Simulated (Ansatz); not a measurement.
**Run report: CH₅AlO, frequency calculation**

System: CH₅AlO.
Method: RKS PBE0-D4/def2-SVP (Ansatz 0.2.0).

It belongs to a series of runs on one base structure; here: vibrations at the highest image of the band. Figures and captions count atoms from 1; the log counts them from 0 in places.

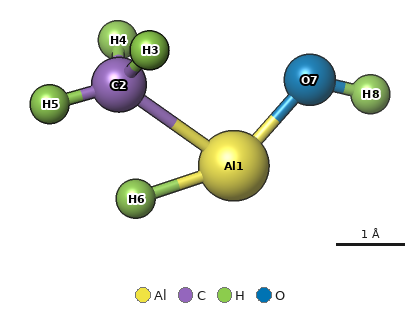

The input geometry (ball-and-stick view, seen at a tilt; atoms are numbered from 1 in the order of the input). Sticks mark near contacts. Bond lengths as drawn: Al–C 2.16 Å, Al–H 1.58 Å, Al–O 1.72 Å, C–H 1.10 to 1.11 Å and H–O 0.96 Å.

## Input file
```yaml
crystal:
  periodic: [false, false, false]
  atoms:
    - { symbol: Al, position_ang: [0.267192, 0.209512, -0.365164] }
    - { symbol: C, position_ang: [1.157445, 0.01759, 1.598427] }
    - { symbol: H, position_ang: [0.295764, 0.379773, 2.190796] }
    - { symbol: H, position_ang: [1.223458, -1.086626, 1.627871] }
    - { symbol: H, position_ang: [2.082502, 0.444767, 2.010557] }
    - { symbol: H, position_ang: [1.608051, 0.85725, 0.158697] }
    - { symbol: O, position_ang: [-1.113699, -0.772797, -0.090759] }
    - { symbol: H, position_ang: [-1.742612, -0.89617, -0.805924] }
basis:
  gaussian: { orbitals: def2-SVP }
hamiltonian:
  xc: pbe0
  dispersion: d4
phonons: {}
```

Launched with:
```bash
ansatz run input.yaml --threads 1 --pin off --max-ram 2048MiB --backend cpu --events-out ev --progress --plain --runs-dir out
```

## What the program printed
```
Engine: ansatz 0.2.0, aarch64-unknown-linux-gnu
Functional definition: PBE0
  parameter a = 0.25
  parameter kappa = 0.804
  parameter beta = 0.06672455060314922
  exchange = (1 - a)*pbe_x(kappa = kappa, mu = beta*pi^2/3) + a*exact_x
  correlation = pbe_c(beta = beta)
742 factors; integrals over basis functions are off by at most 3.9e-4 eV
mean field evaluation 1: about -9737.8253 eV, gradient 6.9e1 eV
mean field evaluation 2: about -9712.2480 eV, gradient 1.2e2 eV
mean field evaluation 4: about -9748.9920 eV, gradient 8.6e0 eV
mean field evaluation 8: about -9749.1761 eV, gradient 3.3e-1 eV
mean field evaluation 16: about -9749.1764 eV, gradient 4.9e-5 eV
mean field -9749.17639882 eV, -358.2756244275 hartree, gradient 4.9e-5 eV, S^2 0.000000; 0 other end points of the search recorded, 0 dependent functions left out
the calculation of the forces begins
reference -9749.17642570 eV, -358.2756254155 hartree; 16, 16 occupied and 55, 55 virtual orbitals, 742 factors
these checks for a lower state are left out or cut short: stability, starts, cluster_reference, orbital_swaps, neighbouring_geometries, increment
742 factors; integrals over basis functions are off by at most 3.9e-4 eV
mean field -9749.17632545 eV, -358.2756217312 hartree, gradient 2.1e-6 eV, S^2 0.000000; 0 other end points of the search recorded, 0 dependent functions left out
[... from here on the field's lines of each further geometry are left out, up to the last ...]
the calculation of the forces begins
reference -9749.17632877 eV, -358.2756218532 hartree; 16, 16 occupied and 55, 55 virtual orbitals, 742 factors
these checks for a lower state are left out or cut short: stability, starts, cluster_reference, orbital_swaps, neighbouring_geometries, increment
742 factors; integrals over basis functions are off by at most 3.9e-4 eV
mean field -9749.17630869 eV, -358.2756211154 hartree, gradient 2.2e-6 eV, S^2 0.000000; 0 other end points of the search recorded, 0 dependent functions left out
the calculation of the forces begins
reference -9749.17633558 eV, -358.2756221034 hartree; 16, 16 occupied and 55, 55 virtual orbitals, 742 factors
WARN: phonons: modes at or below zero, which the zero-point energy, F, S and C_V leave out: 1, the lowest at -1426.66 cm⁻¹. A minimum has none, and a first-order saddle one
Total energy: -9749.26517276 eV, -358.2788868098 hartree
Atom 0 at     0.267192     0.209512    -0.365164 Å, force    -0.000034    -0.000329     0.000362 eV/Å
Atom 1 at     1.157445     0.017590     1.598427 Å, force    -0.000441     0.000009     0.000156 eV/Å
Atom 2 at     0.295764     0.379773     2.190796 Å, force     0.000047    -0.000111     0.000099 eV/Å
Atom 3 at     1.223458    -1.086626     1.627871 Å, force     0.000121    -0.000007    -0.000007 eV/Å
Atom 4 at     2.082502     0.444767     2.010557 Å, force     0.000006    -0.000016    -0.000009 eV/Å
Atom 5 at     1.608051     0.857250     0.158697 Å, force     0.000291     0.000291    -0.000431 eV/Å
Atom 6 at    -1.113699    -0.772797    -0.090759 Å, force     0.000106     0.000156    -0.000237 eV/Å
Atom 7 at    -1.742612    -0.896170    -0.805924 Å, force    -0.000096     0.000008     0.000068 eV/Å
Dipole moment:    -0.112135    -0.039751    -0.081090 e Å
Vibrations: -1426.66 104.90 160.79 200.76 407.09 420.11 609.26 615.15 677.81 837.57 1091.12 1364.57 1399.96 2003.85 3002.67 3132.70 3177.95 3953.45 cm⁻¹, zero-point energy 1.435720 eV
```

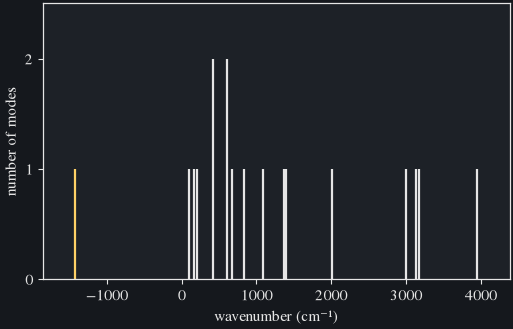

Harmonic vibrational wavenumbers from the force constants; neighbouring modes closer than 24 cm⁻¹ are counted in one stick, and imaginary ones are drawn at negative wavenumbers. 18 modes from 1427i to 3953 cm⁻¹, 1 imaginary beyond 8i (1427i cm⁻¹): a first-order saddle point, if the geometry is stationary.

## Results in brief

| quantity | value |
| --- | --- |
| outcome | converged |
| total energy | −9749.2652 eV |
| mean-field energy | −9749.1764 eV |
| largest force (length of the vector) | 0.001 eV/Å |
| hardware | 1 thread of Arm Neoverse V1, 24 GiB of memory available, shared host |
| wall time | 70 s |
| peak memory | 0.13 GiB |
